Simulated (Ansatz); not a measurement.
System: Ta4BSe8.

Ta4BSe8, 52 atoms, a = 10.19 Å, b = 10.19 Å, c = 10.19 Å, α = 90.00°, β = 90.00°, γ = 90.00°.

Space group F-43m; built by placing these elements on a known structure type; computed without spin polarisation.

Method: DFT, PAW plane waves, r2SCAN in Ansatz 0.2.0.

Question: Predict the valence pseudo-density and electron localisation function between the atoms.

Answer: B–Se (2.17 Å): ρ at the midpoint is about 0.7 e/Å³, with its minimum of 0.63 e/Å³ about 0.9 Å from B; the ELF peaks at about 0.90 between the atoms.
Ta–Se (2.51 Å): the density is about 0.53 e/Å³ at the midpoint; the ELF is about 0.40 at the midpoint.
Ta–Ta (2.99 Å): ρ is about 0.3 e/Å³ halfway; the ELF is about 0.35 at the midpoint.
Ta–Se (2.80 Å): the density is about 0.33 e/Å³ at the midpoint; the ELF is about 0.50 at the midpoint.
Bader's partition of the density gives B +0.67, Ta +1.49 and Se −0.83 e.

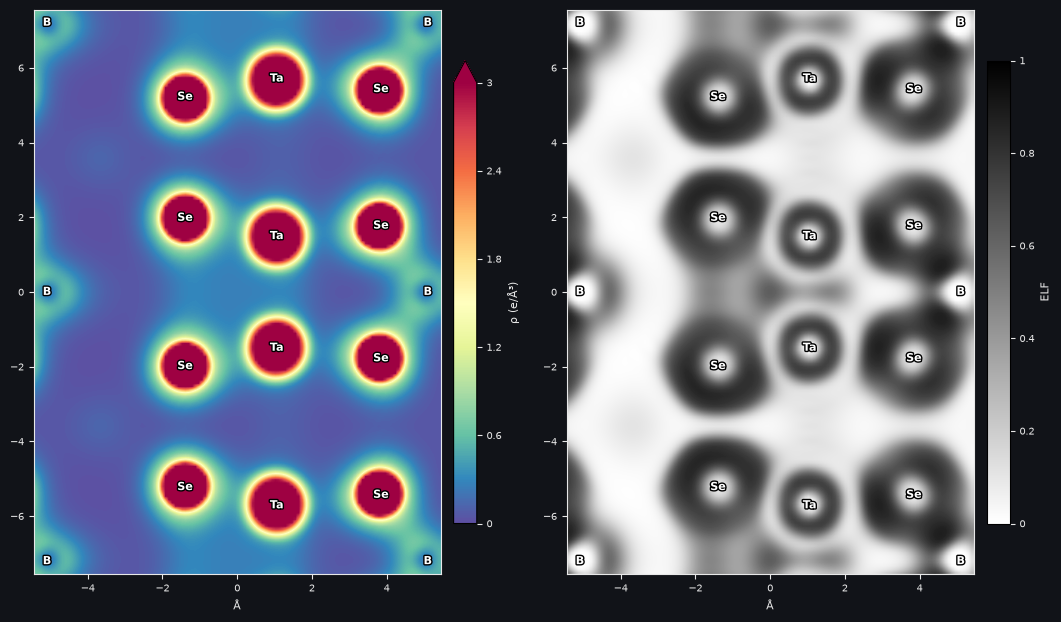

Computed valence pseudo-density and electron localisation function on the (110) plane of the conventional cell, in this order. 

The density is the valence pseudo-density of a PAW calculation; it isn't the true density close to the nuclei.
